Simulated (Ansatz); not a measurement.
## Mg2B (hypothetical, Fm-3m): phonons against volume

Aim: how the vibrations of Mg2B (hypothetical) shift with volume, and the expansion that follows. The crystal structure is hypothetical: it was made by swapping elements on a known structure type.

Main program and level: Ansatz 0.2.0; DFT PBEsol, scalar-relativistic, plane waves, PAW.

## Step 1: The starting structure

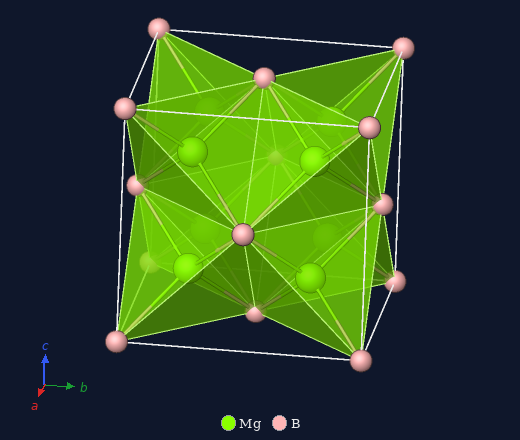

The starting structure, seen slightly off an axis (magnesium green, boron pink). This picture shows the conventional cell, with its axes. Some periodic images of atoms are drawn too.

## Step 2: Probe on a coarse mesh

Before spending time, one coarse run tells the gap and the pressure of the starting cell.

File input.yaml:

```yaml
crystal:
  lattice:
    - [0.0, 3.02013, 3.02013]
    - [3.02013, 0.0, 3.02013]
    - [3.02013, 3.02013, 0.0]
  atoms:
    - { symbol: Mg, position: [0.25, 0.25, 0.25] }
    - { symbol: Mg, position: [0.75, 0.75, 0.75] }
    - { symbol: B, position: [0.0, 0.0, 0.0] }
kpoints:
  mp_grid: { grid: [6, 6, 6] }
hamiltonian:
  xc: pbesol
scf:
  occupations: { method: gaussian, width: 0.1 }
output:
  forces: true
  stress: true
  eigenvalues: true
```

On the command line:

```console
$ ansatz run input.yaml --threads 4 --pin off --max-ram 8192MiB --backend cpu --events-out ev --progress --plain --runs-dir out
```

Numbers of over 12 decimals in the logs are rounded to 6 here.

The program printed:

```text
Engine: ansatz 0.2.0, aarch64-unknown-linux-gnu
Pseudopotentials: kind: paw
Pseudopotential: Mg, paw, valence charge 10, recommended cutoff 420 eV (normal), Mg.paw.azcp
Pseudopotential: B, paw, valence charge 3, recommended cutoff 420 eV (normal), B.paw.azcp
Functional definition: PBEsol
  exchange = pbesol_x
  correlation = pbesol_c
Crystal: 3 atoms, lattice volume = 55.094 Å³
Basis set: ecut = 420 eV, 1067 PW (Γ), exchange–correlation on 60×60×60 points (8 copies of the dense FFT grid, shifted against one another)
Bands: 16, of which v1, the nominal top of the filled ones, is band 12 counted from 1 (11 counted from 0)
Symmetry: 48 space group operations
Space group: Fm-3m (ITA 225), of the structure as read, at distance tolerance 3.8e-5 Å
k-points: 16 of 216
Non-local potential: Mg, projectors of the file, l = 0: 3, l = 1: 2, l = 2: 1
Non-local potential: B, projectors of the file, l = 0: 2, l = 1: 2, l = 2: 1
PAW form: soft (Blöchl's): semilocal exchange-correlation on the pseudo side does not see the compensation charge
PAW frozen core: Mg, regenerated for the run's functional, and the local potential with it (the file was generated under x = pbe(κ = 0.804, μ = 0.219515), c = pbe(β = 0.066725))
PAW frozen core: B, regenerated for the run's functional, and the local potential with it (the file was generated under x = pbe(κ = 0.804, μ = 0.219515), c = pbe(β = 0.066725))
PAW one-centre angular grid: Mg, 110 points (default); XC on 64 Gauss nodes
PAW one-centre angular grid: B, 110 points (default); XC on 64 Gauss nodes
Initial density: superposition of atomic densities (neutral atoms: chi_scale 0, normalization atom), corrected by the library's trained network
Initial wavefunctions: pseudopotential atomic-orbital guess
Functional: x = pbesol(κ = 0.804, μ = 0.123457), c = pbesol(β = 0.046)
SCF iter   1: F=—  HF=-3975.519663 eV  |F-HF|=—  |Δ(HF+E_count)|=         —  Δρ=6.43e-3  dr2=5.27e-2  ethr=1.77e-3  ⟨swp⟩=5.2  Hψ=1217  notcnv=0
preconditioner: auto → none  [insulator: Δε(μ)=0.357 eV  Ē_g=7.285 eV  σ=0.100 eV  W_gap=0.64  n_scr=14 (ndim 8)  ℏωp=13.2 eV  f_vac=0.001  D(μ)=2.43/eV (n_scr^D=14)  ε∞_Penn≈4.3]
SCF iter   2: F=—  HF=-3975.504865 eV  |F-HF|=—  |Δ(HF+E_count)|=   1.48e-2  Δρ=2.31e-3  dr2=4.10e-3  ethr=2.29e-4  ⟨swp⟩=2.0  Hψ=485  notcnv=0  defer=3
SCF iter   3: F=—  HF=-3975.503628 eV  |F-HF|=—  |Δ(HF+E_count)|=   1.24e-3  Δρ=6.31e-4  dr2=1.99e-4  ethr=1.78e-5  ⟨swp⟩=1.9  Hψ=294  notcnv=0  defer=3
SCF iter   4: F=—  HF=-3975.503615 eV  |F-HF|=—  |Δ(HF+E_count)|=   1.22e-5  Δρ=9.22e-5  dr2=3.86e-6  ethr=8.66e-7  ⟨swp⟩=2.0  Hψ=428  notcnv=0  defer=3
SCF iter   5: F=—  HF=-3975.503625 eV  |F-HF|=—  |Δ(HF+E_count)|=   9.70e-6  Δρ=9.42e-6  dr2=1.91e-8  ethr=1.68e-8  ⟨swp⟩=2.0  Hψ=299  notcnv=0  defer=3
SCF iter   6: F=-3975.503625 eV  HF=-3975.503625 eV  |F-HF|=1.24e-10  |Δ(HF+E_count)|=   1.41e-8  Δρ=8.40e-7  dr2=2.53e-10  ethr=8.31e-11  ⟨swp⟩=3.1  Hψ=867  notcnv=0
SCF 1 converged in 6 iterations: F = -3975.503625 eV  dr2 = 2.53e-10
  greatest PAW one-centre occupation: 1.000 electrons in one spin orbital (limit 2), on the Mg atom at site 1 (counted from 0), in its partial waves of l = 0
SCF converged after 6 iterations
Free energy (F): -3975.503625 eV
Harris-Foulkes:  -3975.503625 eV  (|F-HF|=1.24e-10)
Internal energy: -3975.491420 eV  (E = F + TS)
E sigma→0 (E₀):  -3975.497522 eV
Entropy (-TS):   -0.012205 eV (-4.068 meV/atom)
Fermi energy:    4.934983 eV
--- Per-component energies (eV) ---
  E_band       = -707.066142
  E_kinetic    = 190.654284
  E_local      = -3322.909688  (includes V_loc(G=0)·N_el)
  E_nonlocal   = 204.473960
  E_hartree    = 1192.272873
  E_xc         = -85.913177
  E_vxc        = -108.060869  (∫ρ·V_xc dr)
  E_paw        = -637.518563  (= ΣΔE_a)
  E_vpaw       = -55.769389  (= ΣTr[D̂ρ^β])
  E_aug_tail   = -0.000002  (compensation charges beyond the density's cutoff)
  E_ewald      = -1516.683542
  E_core_change = 0.132435  (= ΣΔE_core)
  E_smearing   = -0.012205  (= −TS)
  E_closure    = -0.000000  (closes the sum)
  Σ components = -3975.503625   (vs F -3975.503625, Δ=0.00e0)
--- Forces (eV/Å), atoms counted from 1 ---
  atom   1  Mg     0.00000000     0.00000000    -0.00000000
  atom   2  Mg     0.00000000     0.00000000    -0.00000000
  atom   3  B     -0.00000000     0.00000000     0.00000000
  max |Σ_I F_I| component: 3.70e-17 eV/Å
--- Stress (GPa, compression-positive) ---
       -7.305618       0.000000      -0.000000
        0.000000      -7.305618      -0.000000
       -0.000000      -0.000000      -7.305618
  P = ⅓ Tr σ = -7.3056 GPa (-73.056 kbar)
--- Band table (eV; the first three rows and the last of 16) ---
  k-point 0: bands = [... 8 lower, -2.9823, 5.9042, 5.9042, 5.9042, 7.7228, 9.6722, 9.6722, 9.6722]
  k-point 1: bands = [... 8 lower, -2.6976, 4.3554, 5.7166, 5.7166, 8.2763, 9.9983, 10.0002, 10.0002]
  k-point 2: bands = [... 8 lower, -1.9108, 2.2588, 5.4333, 5.4333, 8.0333, 9.6562, 9.6562, 10.7765]
  k-point 15: bands = [... 8 lower, -0.4880, 1.9710, 3.0956, 3.4031, 7.6792, 9.0070, 11.2387, 11.9131]
```

Elapsed: 0.91 s, on 4 threads of Arm Neoverse V1, shared host; peak memory 0.28 GiB; 1.6 s of CPU time.

Numbers from this step:

| Quantity | Value |
| --- | --- |
| pressure | -7.306 GPa |
| volume per atom | 18.36 Å³ |
| gap on the k-mesh | 0 eV |

The start is under -7.3 GPa at this level and looks like a metal on this mesh.

## Step 3: Finding the static equilibrium

Phonons are second derivatives about a minimum, so cell and atoms are relaxed first, inside the symmetry of the start.

input.yaml, as its differences from that of step 2:

```diff
@@ -10,3 +10,3 @@
 kpoints:
-  mp_grid: { grid: [6, 6, 6] }
+  mp_grid: { grid: [12, 12, 12] }
 hamiltonian:
@@ -19 +19,6 @@
   eigenvalues: true
+relax:
+  adjacent_minimum: "off"
+  f_tol: 0.005
+  max_steps: 80
+  cell: { stress_tol: 0.05 }
```

The program printed:

```text
[...]
Crystal: 3 atoms, lattice volume = 55.094 Å³
Basis set: ecut = 420 eV, 1067 PW (Γ), exchange–correlation on 60×60×60 points (8 copies of the dense FFT grid, shifted against one another)
Bands: 16, of which v1, the nominal top of the filled ones, is band 12 counted from 1 (11 counted from 0)
Symmetry: 48 space group operations
[...]
k-points: 72 of 1728
[...]
SCF iter   1: F=—  HF=-3975.506418 eV  |F-HF|=—  |Δ(HF+E_count)|=         —  Δρ=6.55e-3  dr2=5.48e-2  ethr=1.77e-3  ⟨swp⟩=5.1  Hψ=5528  notcnv=0
[...]
SCF iter   7: F=-3975.489924 eV  HF=-3975.489924 eV  |F-HF|=1.81e-9  |Δ(HF+E_count)|=   1.05e-7  Δρ=4.74e-6  dr2=1.26e-8  ethr=4.35e-10  ⟨swp⟩=5.5  Hψ=4605  notcnv=0
SCF 1 converged in 7 iterations: F = -3975.489924 eV  dr2 = 1.26e-8
[...]
relax step   1: F+E_penalty+E_count = -3975.48992354 eV  Δ(F+E_penalty+E_count) = +0.000e0 eV  max|allowed force component| = 1.079e-17 eV/Å  Δτ_max = 0.0000 Å  P = -7.401 GPa  Ω = 55.094 Å³  (7 SCF iters, dr2 threshold 1.00e-7 eV, accepted)
Crystal: 3 atoms, lattice volume = 47.541 Å³
Basis set: ecut = 420 eV, 941 PW (Γ), exchange–correlation on 60×60×60 points (8 copies of the dense FFT grid, shifted against one another)
[...]
iter 1 solved again at ethr=4.00e-4 eV; its pass at ethr=3.10e-3 eV (dr2=9.20e-2 eV) is discarded
[...]
SCF iter   7: F=-3975.681290 eV  HF=-3975.681290 eV  |F-HF|=1.99e-9  |Δ(HF+E_count)|=   1.81e-7  Δρ=5.56e-6  dr2=9.91e-9  ethr=1.30e-9  ⟨swp⟩=5.0  Hψ=4647  notcnv=0
SCF 2 converged in 7 iterations: F = -3975.681290 eV  dr2 = 9.91e-9
relax step   2: F+E_penalty+E_count = -3975.68129045 eV  Δ(F+E_penalty+E_count) = -1.914e-1 eV  max|allowed force component| = 1.110e-16 eV/Å  Δτ_max = 0.0000 Å  P = +0.329 GPa  Ω = 47.541 Å³  energy of the carried Pulay correction = +1.569e-3 eV  (7 SCF iters, dr2 threshold 3.00e-7 eV, accepted)
Crystal: 3 atoms, lattice volume = 47.820 Å³
[...]
SCF iter   4: F=-3975.681449 eV  HF=-3975.681449 eV  |F-HF|=1.50e-8  |Δ(HF+E_count)|=   1.38e-7  Δρ=1.00e-5  dr2=9.94e-8  ethr=1.18e-9  ⟨swp⟩=5.2  Hψ=4716  notcnv=0
SCF 3 converged in 4 iterations: F = -3975.681449 eV  dr2 = 9.94e-8
relax step   3: F+E_penalty+E_count = -3975.68144908 eV  Δ(F+E_penalty+E_count) = -1.586e-4 eV  max|allowed force component| = 3.392e-17 eV/Å  Δτ_max = 0.0000 Å  P = -0.074 GPa  Ω = 47.820 Å³  energy of the carried Pulay correction = +1.507e-3 eV  (4 SCF iters, dr2 threshold 2.71e-7 eV, accepted)
[...]
relax step   4: F+E_penalty+E_count = -3975.68147244 eV  Δ(F+E_penalty+E_count) = -2.336e-5 eV  max|allowed force component| = 2.776e-17 eV/Å  Δτ_max = 0.0000 Å  P = -0.001 GPa  Ω = 47.769 Å³  energy of the carried Pulay correction = +1.519e-3 eV  (4 SCF iters, dr2 threshold 1.36e-8 eV, accepted)
[...]
SCF iter   5: F=-3975.680427 eV  HF=-3975.680427 eV  |F-HF|=3.18e-12  |Δ(HF+E_count)|=  1.46e-11  Δρ=1.18e-7  dr2=6.38e-12  ethr=1.00e-12  ⟨swp⟩=5.1  Hψ=4216  notcnv=0
SCF 5 converged in 5 iterations: F = -3975.680427 eV  dr2 = 6.38e-12
relax step   5: F+E_penalty+E_count = -3975.68042747 eV  Δ(F+E_penalty+E_count) = +1.045e-3 eV  max|allowed force component| = 3.431e-17 eV/Å  Δτ_max = 0.0000 Å  P = -0.019 GPa  Ω = 47.769 Å³  stress off target by 1.85e-2 GPa  SCF on the basis re-selected at this cell (its energy is not comparable with the rows above)  (5 SCF iters)
basis re-selected at this cell: Δ(F+E_penalty+E_count) = +1.045e-3 eV, ΔP = -0.018 GPa vs the last step (what re-selecting the basis moved, of the pressure what is left beyond the Pulay correction that the steps carried, after the strain that the cell walked since its last selection, with what the two solves' SCF thresholds leave and, on support functions, any second-order correction that the steps lacked; it is no m [...]
SCF converged after 5 iterations
Free energy (F): -3975.680427 eV
[...]
Internal energy: -3975.670443 eV  (E = F + TS)
E sigma→0 (E₀):  -3975.675435 eV
Entropy (-TS):   -0.009984 eV (-3.328 meV/atom)
Fermi energy:    6.156745 eV
[...]
--- Stress (GPa, compression-positive) ---
       -0.018549      -0.000000       0.000000
       -0.000000      -0.018549       0.000000
        0.000000       0.000000      -0.018549
  P = ⅓ Tr σ = -0.0185 GPa (-0.185 kbar)
--- Band table (eV; the first three rows and the last of 72) ---
  k-point 0: bands = [... 8 lower, -2.3954, 7.0812, 7.0812, 7.0812, 9.7530, 11.4139, 11.4139, 11.4139]
  k-point 1: bands = [... 8 lower, -2.3146, 6.5674, 7.0268, 7.0268, 10.0271, 11.4805, 11.5388, 11.5388]
  k-point 2: bands = [... 8 lower, -2.0752, 5.5098, 6.8931, 6.8931, 10.2354, 11.7415, 11.7415, 11.8543]
  k-point 71: bands = [... 8 lower, 0.5174, 3.4520, 3.4520, 4.1642, 9.7868, 12.1519, 12.3799, 12.3799]
--- Relaxed structure (4 steps of the walk, 4 accepted, 1 SCFs on fresh bases) ---
  F+E_penalty+E_count = -3975.68042747 eV   max|allowed force component| = 3.431e-17 eV/Å   (the final SCF, on the basis selected at the relaxed cell)
  cell:  # Å, volume = 47.7691 Å³
    - [0, 2.879867, 2.879867]
    - [2.879867, 0, 2.879867]
    - [2.879867, 2.879867, 0]
  atoms:
    - { symbol: Mg, position: [0.250000, 0.250000, 0.250000] }
    - { symbol: Mg, position: [0.750000, 0.750000, 0.750000] }
    - { symbol: B, position: [0, 0, 0] }
```

It took 4 s on 4 threads; peak memory 0.38 GiB; 14 s of CPU time.

Relaxation path:

```tsv
step	energy less that of the first step (eV)	largest force component (eV/Å)	pressure (GPa)	volume (Å³)
1	0.0000	0.0000	-7.40	55.09
2	-0.1914	0.0000	0.33	47.54
3	-0.1915	0.0000	-0.07	47.82
4	-0.1915	0.0000	0.00	47.77
5*	-0.1905	0.0000	-0.02	47.77
```

Relaxation steps marked * repeat the geometry before them on a plane-wave basis chosen anew for their cell, so energy and pressure can jump there.

The run keeps the 48 symmetry operations that it works with, so distortions that break them were not tested.

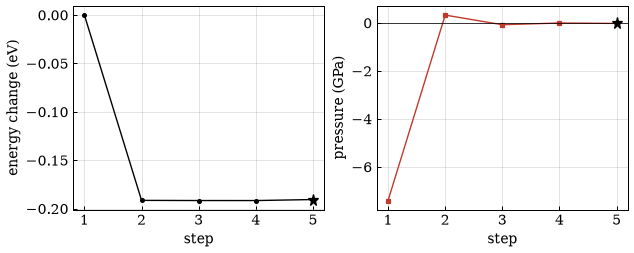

Energy and pressure along the relaxation. Stars mark steps on a basis chosen anew.

```tsv
conventional cell, symmetrised	before	after	change
a (Å)	6.040	5.760	-4.6 %
b (Å)	6.040	5.760	-4.6 %
c (Å)	6.040	5.760	-4.6 %
volume (Å³/atom)	18.36	15.92	-13.3 %
```

Final coordinates:

```xyz
3
Lattice="0.0000 2.8799 2.8799 2.8799 0.0000 2.8799 2.8799 2.8799 0.0000" Properties=species:S:1:pos:R:3 pbc="T T T"
Mg    1.4399    1.4399    1.4399
Mg    4.3198    4.3198    4.3198
B     0.0000    0.0000    0.0000
```

This step gave:

```yaml
pressure: -0.01855 GPa
volume_per_atom: 15.92 Å³
```

The relaxation ends with a pressure of -0.02 GPa.

## Step 4: A second relaxation

The relaxation is run once more from where the first one ended, as the script does after a large change of volume or of the gap, with mesh and occupations reviewed.

input.yaml, the sections that differ from step 3:

```yaml
crystal:
  lattice:
    - [0.0, 2.8798670257, 2.8798670257]
    - [2.8798670257, 0.0, 2.8798670257]
    - [2.8798670257, 2.8798670257, 0.0]
  atoms:
    - { symbol: Mg, position: [0.25, 0.25, 0.25] }
    - { symbol: Mg, position: [0.75, 0.75, 0.75] }
    - { symbol: B, position: [0.0, 0.0, 0.0] }
output:
  forces: true
  stress: true
  eigenvalues: true
  write_density: true
  write_potential: true
  elf: true
  volumetric_format: npy
# kpoints, hamiltonian, scf, relax: as in step 3
```

The program printed:

```text
[...]
Crystal: 3 atoms, lattice volume = 47.769 Å³
Basis set: ecut = 420 eV, 941 PW (Γ), exchange–correlation on 60×60×60 points (8 copies of the dense FFT grid, shifted against one another)
Bands: 16, of which v1, the nominal top of the filled ones, is band 12 counted from 1 (11 counted from 0)
Symmetry: 48 space group operations
[...]
k-points: 72 of 1728
[...]
SCF iter   1: F=—  HF=-3975.692430 eV  |F-HF|=—  |Δ(HF+E_count)|=         —  Δρ=6.08e-3  dr2=3.69e-2  ethr=1.77e-3  ⟨swp⟩=5.0  Hψ=5499  notcnv=0
[...]
SCF iter   7: F=-3975.680427 eV  HF=-3975.680427 eV  |F-HF|=5.75e-9  |Δ(HF+E_count)|=   3.55e-7  Δρ=5.82e-6  dr2=1.79e-8  ethr=4.35e-10  ⟨swp⟩=8.8  Hψ=7532  notcnv=0
SCF 1 converged in 7 iterations: F = -3975.680427 eV  dr2 = 1.79e-8
[...]
relax step   1: F+E_penalty+E_count = -3975.68042747 eV  Δ(F+E_penalty+E_count) = +0.000e0 eV  max|allowed force component| = 3.084e-17 eV/Å  Δτ_max = 0.0000 Å  P = -0.019 GPa  Ω = 47.769 Å³  (7 SCF iters, dr2 threshold 1.00e-7 eV, accepted)
[...]
SCF iter   5: F=-3975.680427 eV  HF=-3975.680427 eV  |F-HF|=1.36e-12  |Δ(HF+E_count)|=  8.64e-12  Δρ=8.16e-8  dr2=6.24e-12  ethr=1.00e-12  ⟨swp⟩=5.0  Hψ=4131  notcnv=0
SCF 2 converged in 5 iterations: F = -3975.680427 eV  dr2 = 6.24e-12
relax step   2: F+E_penalty+E_count = -3975.68042747 eV  Δ(F+E_penalty+E_count) = -1.617e-9 eV  max|allowed force component| = 2.891e-17 eV/Å  Δτ_max = 0.0000 Å  P = -0.019 GPa  Ω = 47.769 Å³  stress off target by 1.85e-2 GPa  SCF on the basis re-selected at this cell (its energy is not comparable with the rows above)  (5 SCF iters)
basis re-selected at this cell: Δ(F+E_penalty+E_count) = -1.617e-9 eV, ΔP = -0.000 GPa vs the last step (what re-selecting the basis moved, of the pressure what is left beyond the Pulay correction that the steps carried, after the strain that the cell walked since its last selection, with what the two solves' SCF thresholds leave and, on support functions, any second-order correction that the steps lacked; it is no m [...]
SCF converged after 5 iterations
Free energy (F): -3975.680427 eV
[...]
Internal energy: -3975.670443 eV  (E = F + TS)
E sigma→0 (E₀):  -3975.675435 eV
Entropy (-TS):   -0.009984 eV (-3.328 meV/atom)
Fermi energy:    6.156746 eV
[...]
--- Stress (GPa, compression-positive) ---
       -0.018546       0.000000       0.000000
       -0.000000      -0.018546      -0.000000
        0.000000       0.000000      -0.018546
  P = ⅓ Tr σ = -0.0185 GPa (-0.185 kbar)
--- Band table (eV; the first three rows and the last of 72) ---
  k-point 0: bands = [... 8 lower, -2.3954, 7.0812, 7.0812, 7.0812, 9.7530, 11.4139, 11.4139, 11.4139]
  k-point 1: bands = [... 8 lower, -2.3146, 6.5674, 7.0268, 7.0268, 10.0271, 11.4805, 11.5388, 11.5388]
  k-point 2: bands = [... 8 lower, -2.0752, 5.5098, 6.8931, 6.8931, 10.2354, 11.7415, 11.7415, 11.8543]
  k-point 71: bands = [... 8 lower, 0.5174, 3.4520, 3.4520, 4.1642, 9.7868, 12.1519, 12.3799, 12.3799]
--- Relaxed structure (1 steps of the walk, 1 accepted, 1 SCFs on fresh bases) ---
[...]
cell:  # Å, volume = 47.7691 Å³
    - [0.0, 2.8798670257, 2.8798670257]
    - [2.8798670257, 0.0, 2.8798670257]
    - [2.8798670257, 2.8798670257, 0.0]
  atoms:
    - { symbol: Mg, position: [0.250000, 0.250000, 0.250000] }
    - { symbol: Mg, position: [0.75, 0.75, 0.75] }
    - { symbol: B, position: [0.0, 0.0, 0.0] }
```

Elapsed: 1.9 s, on 4 threads; peak memory 0.36 GiB; 6.7 s of CPU time.

Little changed from the start: no atom moved by 0.005 Å and no cell edge by 0.1 %.

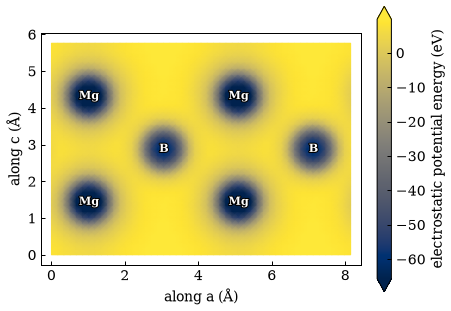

Electrostatic potential energy in the ac plane of a cell with a along [110], b along [-110] and c along [001] of the cube at fractional y = 0.000, with atoms of Mg and B within 0.2 Å of it. With pseudopotentials it is smooth inside the atoms' cores, unlike the true potential. The map starts off the cell's origin, so that atoms lie inside it.

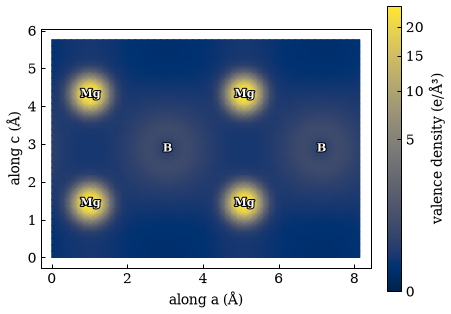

Valence density in the ac plane of a cell with a along [110], b along [-110] and c along [001] of the cube at fractional y = 0.000, with atoms of Mg and B within 0.2 Å of it. It is the smooth field of the valence electrons, not physical close to the nuclei. The map starts off the cell's origin, so that atoms lie inside it. The colour scale is stretched toward low values.

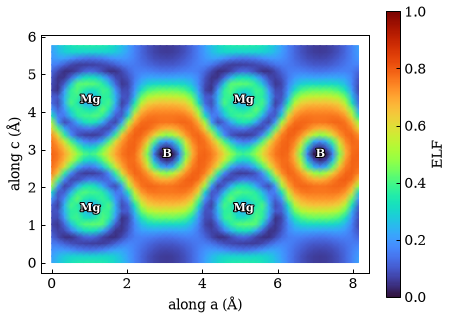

ELF in the ac plane of a cell with a along [110], b along [-110] and c along [001] of the cube at fractional y = 0.000, with atoms of Mg and B within 0.2 Å of it. It is the smooth field of the valence electrons, not physical close to the nuclei. The map starts off the cell's origin, so that atoms lie inside it.

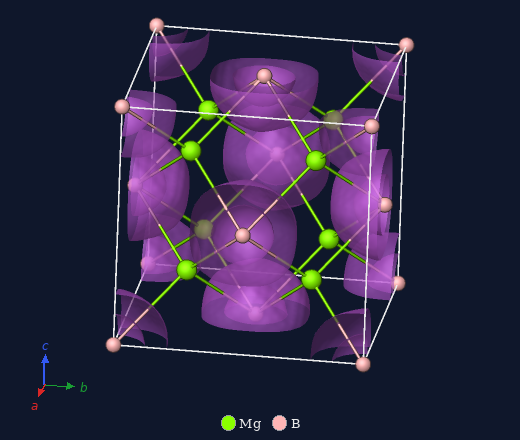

Surface of ELF = 0.71.

## Step 5: Tight relaxation

The relaxation is repeated with tighter thresholds on force and stress, since phonons are sensitive to what is left; a change of mesh or smearing in the input moves the cell too.

input.yaml, the sections that differ from step 4:

```yaml
scf:
  occupations: { method: methfessel_paxton, width: 0.2 }
output:
  forces: true
  stress: true
  eigenvalues: true
relax:
  adjacent_minimum: "off"
  f_tol: 0.001
  max_steps: 60
  cell: { stress_tol: 0.01 }
# crystal, kpoints, hamiltonian: as in step 4
```

The program printed:

```text
[...]
Crystal: 3 atoms, lattice volume = 47.769 Å³
Basis set: ecut = 420 eV, 941 PW (Γ), exchange–correlation on 60×60×60 points (8 copies of the dense FFT grid, shifted against one another)
Bands: 16, of which v1, the nominal top of the filled ones, is band 12 counted from 1 (11 counted from 0)
Symmetry: 48 space group operations
[...]
k-points: 72 of 1728
[...]
k-point 71: bands = [... 8 lower, 0.5193, 3.4542, 3.4542, 4.1664, 9.7898, 12.1564, 12.3846, 12.3846]
--- Relaxed structure (2 steps of the walk, 2 accepted, 1 SCFs on fresh bases) ---
[...]
cell:  # Å, volume = 47.7528 Å³
    - [0, 2.879538, 2.879538]
    - [2.879538, 0, 2.879538]
    - [2.879538, 2.879538, 0]
  atoms:
    - { symbol: Mg, position: [0.250000, 0.250000, 0.250000] }
    - { symbol: Mg, position: [0.75, 0.75, 0.75] }
    - { symbol: B, position: [0, 0, 0] }
[key lines of the parts left out:]
SCF converged after 5 iterations
Free energy (F): -3975.677003 eV
Fermi energy:    6.161943 eV
P = ⅓ Tr σ = -0.0008 GPa (-0.008 kbar)
```

The job ended after 2.3 s (4 threads; peak memory 0.36 GiB; 8.2 s of CPU time).

Little changed from the start: no atom moved by 0.005 Å and no cell edge by 0.1 %.

This step gave:

```yaml
pressure: -7.82e-4 GPa
```

The residual pressure is -7.8e-4 GPa, small enough for phonons.

(Continued in part 2 of 3.)

[Logs are printed without paths, hosts, clocks, repeated set-up lines and the standing remarks that a program may print on its own settings, such as how far it seeks lower states.]

[Hosts, paths, dates, database ids (printed as entryN), source tags and the programs' standing remarks are cut or masked in the printed files.]

[A step with changed settings may run another functional than the one named; its input shows which.]

[Of the runs on displaced cells, only some may be shown.]
